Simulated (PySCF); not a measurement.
# SiH3S (SMILES [SiH2]S): UCISD/STO-3G

Aim: the vertical ionisation energy of SiH3S at UCISD/STO-3G, from 2 runs. Input form: a Python script.

Program for the calculation: PySCF 2.14.0.

6 further runs of the same task are left out: 6 set aside as unsound or not needed.

## Step 1: The molecule

SiH3S: 5 atoms, total charge 0, spin state doublet. SMILES: `[SiH2]S`. The shape is that of a PBE0-D4/def2-TZVP optimisation. This is one conformer, not always the lowest.

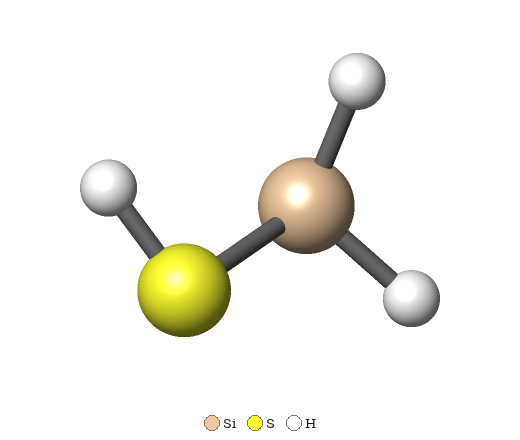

The structure, seen from a chosen angle (silicon light orange, sulfur yellow, hydrogen white).

## Step 2: A single-point energy at UCISD/STO-3G

Contents of run.py:

```python
from pyscf import gto, ci

molecule = gto.M(
    atom='''
Si  -0.096300  -0.694000  -0.309300
S    0.273100   1.406000  -0.294500
H   -0.094500  -1.256800   1.073000
H   -1.440300  -0.843200  -0.929900
H    1.407800   1.314300   0.419300
''',
    max_memory=1860,
    spin=1,
    basis='sto-3g',
    verbose=3,
    charge=0,
)

calc0 = molecule.UHF()
calc0.conv_tol = 1e-10
calc0.kernel()
if not calc0.converged:
    calc0 = calc0.newton().run(calc0.mo_coeff, calc0.mo_occ)

cisd = ci.CISD(calc0, frozen=10)
cisd.kernel()
e_final = cisd.e_tot
print('E(%s) = %.9f' % ('CISD', e_final))
```

Run with:

```bash
$ OMP_NUM_THREADS=1 python run.py
```

The log of the run:

```text
converged SCF energy = -680.479272135145  <S^2> = 0.7526168  2S+1 = 2.0026151
E(UCISD) = -680.5557837902321  E_corr = -0.07651165508745317
E(CISD) = -680.555783790
```

Run time: 0.62 s. Hardware: 1 thread of Arm Neoverse V2, shared host; peak memory 0.12 GiB.

## Step 3: The singlet cation

Contents of job.py:

```python
from pyscf import gto, scf, ci

molecule = gto.M(
    atom='''
Si    -0.181981    -1.311470    -0.584492
S      0.516084     2.656955    -0.556524
H     -0.178579    -2.375008     2.027676
H     -2.721773    -1.593417    -1.757256
H      2.660356     2.483667     0.792362
''',
    basis='sto-3g',
    verbose=4,
    max_memory=1860,
    unit='bohr',
    charge=1,
)

mf = scf.RHF(molecule)
mf.conv_tol = 1e-10
mf.kernel()
if not mf.converged:
    mf = mf.newton().run(mf.mo_coeff, mf.mo_occ)

cisd = ci.CISD(mf, frozen=10)
cisd.kernel()
etot = cisd.e_tot
print('E(%s) = %.9f' % ('CISD', etot))
```

Run with:

```bash
$ OMP_NUM_THREADS=1 python job.py
```

The log of the run:

```text
PySCF version 2.14.0

[INPUT] num. atoms = 5
[INPUT] num. electrons = 32
[INPUT] charge = 1
[INPUT] spin (= nelec alpha-beta = 2S) = 0
[INPUT] symmetry False subgroup None
[INPUT] Mole.unit = bohr
[INPUT] Symbol           X                Y                Z      unit          X                Y                Z       unit  Magmom
[INPUT]  1 Si    -0.096300198020  -0.694000036805  -0.309299846365 AA   -0.181981000000  -1.311470000000  -0.584492000000 Bohr   0.0
[INPUT]  2 S      0.273099891720   1.406000036440  -0.294499818130 AA    0.516084000000   2.656955000000  -0.556524000000 Bohr   0.0
[INPUT]  3 H     -0.094499937149  -1.256800109353   1.072999930329 AA   -0.178579000000  -2.375008000000   2.027676000000 Bohr   0.0
[INPUT]  4 H     -1.440300244897  -0.843199963893  -0.929899828952 AA   -2.721773000000  -1.593417000000  -1.757256000000 Bohr   0.0
[INPUT]  5 H      1.407799768134   1.314299975914   0.419299913199 AA    2.660356000000   2.483667000000   0.792362000000 Bohr   0.0

nuclear repulsion = 80.9278948170243
number of shells = 13
number of NR pGTOs = 63
number of NR cGTOs = 21
basis = sto-3g
ecp = {}

******** <class 'pyscf.scf.hf.RHF'> ********
method = RHF
initial guess = minao
damping factor = 0
level_shift factor = 0
DIIS = <class 'pyscf.scf.diis.CDIIS'>
diis_start_cycle = 1
diis_space = 8
diis_damp = 0
SCF conv_tol = 1e-10
SCF conv_tol_grad = None
SCF max_cycles = 50
direct_scf = True
direct_scf_tol = 1e-13
Set gradient conv threshold to 1e-05
Initial guess from minao.
init E= -679.893917902002
  HOMO = -0.291183747584928  LUMO = -0.0507367474798631  gap/eV = 6.54290
cycle= 1 E= -680.215083092845  delta_E= -0.321  |g|= 0.34  |ddm|= 2.49
  HOMO = -0.477752022921843  LUMO = -0.218982624637171  gap/eV = 7.04147
cycle= 2 E= -680.260008638172  delta_E= -0.0449  |g|= 0.195  |ddm|= 1.06
  HOMO = -0.540362858605058  LUMO = -0.177920685679404  gap/eV = 9.86255
cycle= 3 E= -680.278020388893  delta_E= -0.018  |g|= 0.0245  |ddm|= 0.395
  HOMO = -0.540842835319908  LUMO = -0.170357779980957  gap/eV = 10.08141
cycle= 4 E= -680.27877547644  delta_E= -0.000755  |g|= 0.0087  |ddm|= 0.0887
  HOMO = -0.541918982127493  LUMO = -0.17123265722265  gap/eV = 10.08689
cycle= 5 E= -680.278941406915  delta_E= -0.000166  |g|= 0.00323  |ddm|= 0.0507
  HOMO = -0.542756281638181  LUMO = -0.170682143241443  gap/eV = 10.12465
cycle= 6 E= -680.278968304  delta_E= -2.69e-05  |g|= 0.00082  |ddm|= 0.0249
  HOMO = -0.542887805191404  LUMO = -0.170743242200559  gap/eV = 10.12657
cycle= 7 E= -680.278970110332  delta_E= -1.81e-06  |g|= 0.000308  |ddm|= 0.00662
  HOMO = -0.542886481740517  LUMO = -0.170768162380154  gap/eV = 10.12586
cycle= 8 E= -680.278970327723  delta_E= -2.17e-07  |g|= 9.71e-05  |ddm|= 0.00255
  HOMO = -0.542880964841923  LUMO = -0.170772926663487  gap/eV = 10.12558
cycle= 9 E= -680.27897034584  delta_E= -1.81e-08  |g|= 2.41e-05  |ddm|= 0.000671
  HOMO = -0.542874745063441  LUMO = -0.170775641563544  gap/eV = 10.12533
cycle= 10 E= -680.278970346997  delta_E= -1.16e-09  |g|= 2.74e-06  |ddm|= 0.000195
  HOMO = -0.542875251592926  LUMO = -0.170775605633447  gap/eV = 10.12535
cycle= 11 E= -680.278970347008  delta_E= -1.07e-11  |g|= 7.92e-07  |ddm|= 1.54e-05
  HOMO = -0.542875272274034  LUMO = -0.170775618380745  gap/eV = 10.12535
Extra cycle  E= -680.278970347009  delta_E= -1.36e-12  |g|= 3.66e-07  |ddm|= 2.35e-06
converged SCF energy = -680.278970347009

******** <class 'pyscf.ci.cisd.RCISD'> ********
CISD nocc = 6, nmo = 11
frozen orbitals 10
max_cycle = 50
direct = 0
conv_tol = 1e-09
max_cycle = 50
max_space = 12
lindep = 0
nroots = 1
Init t2, MP2 energy = -0.0813830970448798
RCISD converged
E(RCISD) = -680.3871039630552  E_corr = -0.1081336160460711
E(CISD) = -680.387103963
```

It took 0.54 s on 1 thread of Arm Neoverse V2, shared host; peak memory 0.1 GiB.

## Step 4: What came out

Level: UCISD/STO-3G, 10 core orbitals frozen.

| quantity | value |
| --- | --- |
| doublet SiH3S: total energy | -680.55578 Eh |
| doublet SiH3S: dipole moment (Hartree–Fock density) | 1.59 D |
| doublet SiH3S: HOMO energy (Hartree–Fock orbitals) (highest over α and β) | -5.80 eV |
| doublet SiH3S: LUMO energy (Hartree–Fock orbitals) (lowest over α and β) | 5.83 eV |
| doublet SiH3S: correlation energy (10 core orbitals frozen) | -76.5 mEh |
| doublet SiH3S: ⟨S²⟩ of the reference determinant | 0.753 |
| singlet cation: total energy | -680.38710 Eh |
| singlet cation: HOMO energy (Hartree–Fock orbitals) | -14.77 eV |
| singlet cation: LUMO energy (Hartree–Fock orbitals) | -4.65 eV |
| singlet cation: HOMO–LUMO gap (Hartree–Fock orbitals) | 10.13 eV |
| singlet cation: correlation energy (10 core orbitals frozen) | -108.1 mEh |
| vertical ionisation energy (to the singlet cation) | 4.590 eV |

The vertical ionisation energy comes to 4.59 eV (443 kJ/mol). Only the singlet of the ionised species was computed; a triplet could lie lower. In a minimal basis such a difference can be off by several eV, whatever the method.
